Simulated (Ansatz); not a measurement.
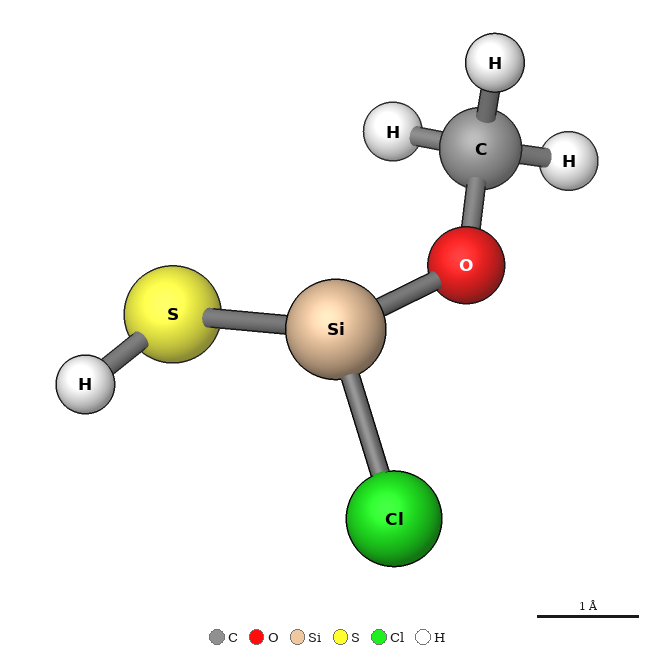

The structure as it stands in the input.

Ansatz 0.2.0 input:

```yaml
crystal:
  periodic: [false, false, false]
  atoms:
    - {symbol: C, position_ang: [-0.491210, -1.389400, -0.553870]}
    - {symbol: O, position_ang: [0.222170, -0.779230, 0.481750]}
    - {symbol: Si, position_ang: [0.989140, 0.643750, 0.536520]}
    - {symbol: S, position_ang: [-0.330730, 2.098760, -0.411460]}
    - {symbol: Cl, position_ang: [1.251790, 0.938800, 2.515500]}
    - {symbol: H, position_ang: [-1.185890, -2.098330, -0.102840]}
    - {symbol: H, position_ang: [-1.048720, -0.652190, -1.134670]}
    - {symbol: H, position_ang: [0.194180, -1.923550, -1.214970]}
    - {symbol: H, position_ang: [0.399260, 3.161380, -0.115960]}
basis:
  gaussian: {orbitals: def2-TZVP}
magnetization: {spin_polarized: true, initial_magnetization: 1}
hamiltonian: {xc: pbe0, dispersion: d4}
relax: {f_tol: 0.005, max_steps: 150}
```

It was started with:

```sh
ansatz run in.yaml --threads 2 --pin off --events-out ev --progress --plain --max-ram 32768MiB --backend cuda --devices 0, --max-vram 18GiB
```

Result (its end):

```
1314 factors; their error is unknown
mean field -34374.49204822 eV, -1263.2392829046 hartree, gradient 2.8e-5 eV, S^2 0.753116; 1 other end points of the search recorded, 0 dependent functions left out
the calculation of the forces begins
reference -34374.49207926 eV, -1263.2392840453 hartree; 33, 32 occupied and 164, 165 virtual orbitals, 1314 factors
Total energy: -34374.71604950 eV, -1263.2475147996 hartree
Atom 0 at    -0.484722    -1.378231    -0.572280 Å, force    -0.000363    -0.001220    -0.000966 eV/Å
Atom 1 at     0.102037    -0.772373     0.563236 Å, force     0.003132     0.004100    -0.000242 eV/Å
Atom 2 at     0.884401     0.658182     0.590253 Å, force    -0.002041    -0.001398     0.000610 eV/Å
Atom 3 at    -0.459290     2.137867    -0.188235 Å, force    -0.000793    -0.001068     0.000331 eV/Å
Atom 4 at     1.369921     0.964342     2.564089 Å, force     0.000367    -0.000160    -0.000400 eV/Å
Atom 5 at    -1.166590    -2.151946    -0.218564 Å, force    -0.001085     0.000416    -0.000482 eV/Å
Atom 6 at    -1.046493    -0.655317    -1.171004 Å, force     0.000804    -0.000122    -0.000236 eV/Å
Atom 7 at     0.280338    -1.841681    -1.200986 Å, force    -0.000480    -0.000384     0.001043 eV/Å
Atom 8 at     0.520388     3.039148    -0.366508 Å, force     0.000461    -0.000163     0.000341 eV/Å
Dipole moment:    -0.016883    -0.086405    -0.431503 e Å
```
